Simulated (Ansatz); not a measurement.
# GeS (germanium sulfide) at 6 levels

Wanted: a comparison of 6 runs (HF/STO-3G, PBE0/STO-3G, SVWN5/STO-3G, UB3LYP/STO-3G, wB97M-V/STO-3G, wB97X/STO-3G) of GeS (germanium sulfide). 

The results are computed with Ansatz 0.2.0.

58 further runs of the same task are left out: 29 that didn't finish, 29 set aside as unsound or not needed.

**1. The molecule**

GeS: 2 atoms, total charge 0, spin state singlet. SMILES: `[S+]#[Ge-]`. The Ge2–S1 distance was set to 4.024 Å, away from the relaxed value.

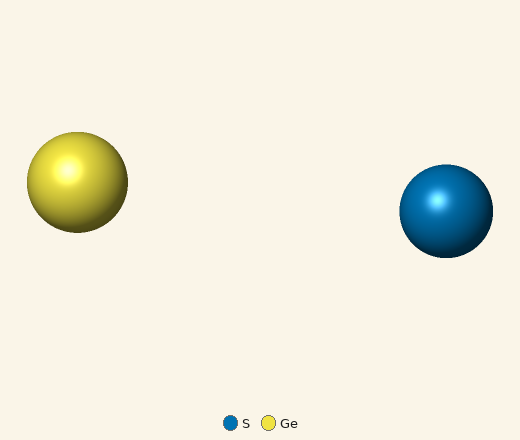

Viewed from a chosen angle; sulfur blue, germanium yellow.

**2. The energy at HF/STO-3G (run 1)**

Input file molecule.yaml:

```yaml
crystal:
  periodic: [false, false, false]
  atoms:
    - {symbol: S, position_ang: [0.000000, 0.000000, -2.012114]}
    - {symbol: Ge, position_ang: [0.000000, 0.000000, 2.012086]}
basis:
  gaussian: {orbitals: STO-3G}
hamiltonian: {xc: hf}
accuracy: high
```

Run with:

```
$ ansatz run molecule.yaml --threads 1 --pin off --max-ram 2610MiB --events-out events.jsonl --progress --plain --runs-dir runs
```

Standard output:

```text
Warning: RAYON_NUM_THREADS=1 ignored (pool sized by the plan → 1); use --threads N
Functional definition: HF
  name "HF"
  exchange = exact_x
  correlation = 0
324 factors; integrals over basis functions are off by at most 7.4e-9 eV
mean field evaluation 1: about -66495.2805 eV, gradient 9.5e0 eV
mean field evaluation 2: about -66495.2930 eV, gradient 9.5e0 eV
mean field evaluation 4: about -66383.4624 eV, gradient 3.2e1 eV
mean field evaluation 8: about -66520.7393 eV, gradient 2.3e0 eV
mean field evaluation 16: about -66520.7634 eV, gradient 4.3e-1 eV
mean field evaluation 32: about -66520.6961 eV, gradient 2.1e-1 eV
mean field evaluation 64: about -66520.7609 eV, gradient 1.3e0 eV
mean field -66520.81556903 eV, -2444.5948827338 hartree, gradient 5.8e-8 eV, S^2 0.000000; 3 other end points of the search recorded, 0 dependent functions left out
reference -66520.81556903 eV, -2444.5948827338 hartree; 24, 24 occupied and 3, 3 virtual orbitals, 324 factors
Total energy: -66520.81556903 eV, -2444.5948827338 hartree
```

Run time: 0.34 s. Hardware: 1 thread of Arm Neoverse V1, shared host.

**3. The energy at PBE0/STO-3G (run 2)**

molecule.yaml: that of step 2 with these lines changed.

```diff
@@ -6,4 +6,6 @@
 basis:
-  gaussian: {orbitals: STO-3G}
-hamiltonian: {xc: hf}
+  gaussian:
+    orbitals: STO-3G
+hamiltonian:
+  xc: {name: PBE0}
 accuracy: high
```

Run with:

```
$ ansatz run molecule.yaml --threads 1 --pin off --max-ram 2610MiB --events-out events.jsonl --progress --plain --runs-dir runs
```

Standard output:

```text
Warning: RAYON_NUM_THREADS=1 ignored (pool sized by the plan → 1); use --threads N
Functional definition: PBE0
  name "PBE0"
  parameter a = 0.25
  parameter kappa = 0.804
  parameter beta = 0.06672455060314922
  exchange = (1 - a)*pbe_x(kappa = kappa, mu = beta*pi^2/3) + a*exact_x
  correlation = pbe_c(beta = beta)
324 factors; integrals over basis functions are off by at most 7.4e-9 eV
mean field evaluation 1: about -66535.2915 eV, gradient 1.3e1 eV
mean field evaluation 2: about -66419.9940 eV, gradient 3.2e1 eV
mean field evaluation 4: about -66440.5410 eV, gradient 9.0e1 eV
mean field evaluation 8: about -66560.7217 eV, gradient 1.8e0 eV
mean field evaluation 16: about -66560.7963 eV, gradient 1.5e-1 eV
mean field evaluation 32: about -66535.2915 eV, gradient 1.3e1 eV
mean field evaluation 64: about -66557.1200 eV, gradient 2.7e1 eV
mean field evaluation 96: about -66560.5072 eV, gradient 5.8e0 eV
mean field evaluation 128: about -66560.3146 eV, gradient 1.0e0 eV
mean field evaluation 160: about -66560.6180 eV, gradient 6.3e-1 eV
mean field evaluation 192: about -66560.7155 eV, gradient 1.9e0 eV
mean field -66560.80879295 eV, -2446.0646066044 hartree, gradient 2.2e-8 eV, S^2 0.000000; 14 other end points of the search recorded, 0 dependent functions left out
reference -66560.80879430 eV, -2446.0646066540 hartree; 24, 24 occupied and 3, 3 virtual orbitals, 324 factors
Total energy: -66560.80879430 eV, -2446.0646066540 hartree
```

It took 10 s on 1 thread of Arm Neoverse V1, shared host; peak memory 0.09 GiB.

Runs 3 to 5 aren't shown in full; the table further down has their settings and results.

**4. A single-point energy at wB97X/STO-3G (run 6)**

Input file run.yaml:

```yaml
crystal:
  periodic: [false, false, false]
  atoms:
    - {symbol: S, position_ang: [0.000000, 0.000000, -2.012114]}
    - {symbol: Ge, position_ang: [0.000000, 0.000000, 2.012086]}
basis:
  gaussian: {orbitals: STO-3G}
hamiltonian: {xc: {name: wB97X}}
accuracy: high
```

Run with:

```
$ ansatz run run.yaml --threads 1 --pin off --max-ram 2610MiB --events-out events.jsonl --progress --plain --runs-dir runs
```

Standard output:

```text
Warning: RAYON_NUM_THREADS=1 ignored (pool sized by the plan → 1); use --threads N
Functional definition: wB97X
  name "wB97X"
  parameter omega = 0.3/bohr
  parameter cx = 0.157706
  parameter cx1 = 0.726479
  parameter cx2 = 1.04760
  parameter cx3 = -5.70635
  parameter cx4 = 13.2794
  parameter css1 = -4.33879
  parameter css2 = 18.2308
  parameter css3 = -31.7430
  parameter css4 = 17.2901
  parameter cos1 = 2.37031
  parameter cos2 = -11.3995
  parameter cos3 = 6.58405
  parameter cos4 = -3.78132
  exchange = spin_sum(e_x_unif_sr(omega)*poly(b97_u_x, 1 - cx, cx1, cx2, cx3, cx4)) + cx*exact_x_sr(omega)
      + exact_x_lr(omega)
  correlation = spin_sum(e_c_pw_same_spin*poly(b97_u_same, 1, css1, css2, css3, css4))
      + integral(e_c_pw_opposite_spin*poly(b97_u_opposite, 1, cos1, cos2, cos3, cos4))
324 factors; integrals over basis functions are off by at most 7.4e-9 eV
111 factors; integrals over basis functions are off by at most 1.1e-9 eV
mean field evaluation 1: about -66546.0489 eV, gradient 1.1e1 eV
mean field evaluation 2: about -66430.8303 eV, gradient 3.3e1 eV
mean field evaluation 4: about -66432.6348 eV, gradient 3.4e1 eV
mean field evaluation 8: about -66570.8960 eV, gradient 4.4e0 eV
mean field evaluation 16: about -66571.4574 eV, gradient 5.8e-1 eV
mean field evaluation 32: about -66571.5096 eV, gradient 3.0e-8 eV
mean field evaluation 64: about -66571.4936 eV, gradient 1.3e-1 eV
mean field evaluation 96: about -66571.4860 eV, gradient 3.9e-1 eV
mean field -66571.50960761 eV, -2446.4578542897 hartree, gradient 3.0e-8 eV, S^2 0.000000; 8 other end points of the search recorded, 0 dependent functions left out
reference -66571.50960608 eV, -2446.4578542335 hartree; 24, 24 occupied and 3, 3 virtual orbitals, 324 factors
Total energy: -66571.50960608 eV, -2446.4578542335 hartree
```

Run time: 15 s. Hardware: 1 thread of Arm Neoverse V1, shared host; peak memory 0.21 GiB.

**5. Overview of the runs**

```
run           level   energy (Eh)  wall time
  1       HF/STO-3G  -2444.594883     0.34 s
  2     PBE0/STO-3G  -2446.064607       10 s
  3    SVWN5/STO-3G  -2441.690299      9.9 s
  4   UB3LYP/STO-3G  -2446.521537       60 s
  5  wB97M-V/STO-3G  -2446.534036       47 s
  6    wB97X/STO-3G  -2446.457854       15 s
```

**6. Results**

| quantity | value |
| --- | --- |
| run 6: total energy | -2446.45785 Eh |

What this shows: Totals of different functionals can't be ranked against each other. In runs 1, 2, 3, 4, 5, 6 the basis is minimal, so the values are rough. In runs 1, 2, 3, 5, 6 a closed-shell determinant meets a far-stretched bond, which it describes badly. Spin contamination of the reference: run 4 ⟨S²⟩ = 2.15. Where it is this large, the reference is a mixture of spin states, and values that rest on it are in doubt. All runs together took 2.4 min, the longest 60 s.
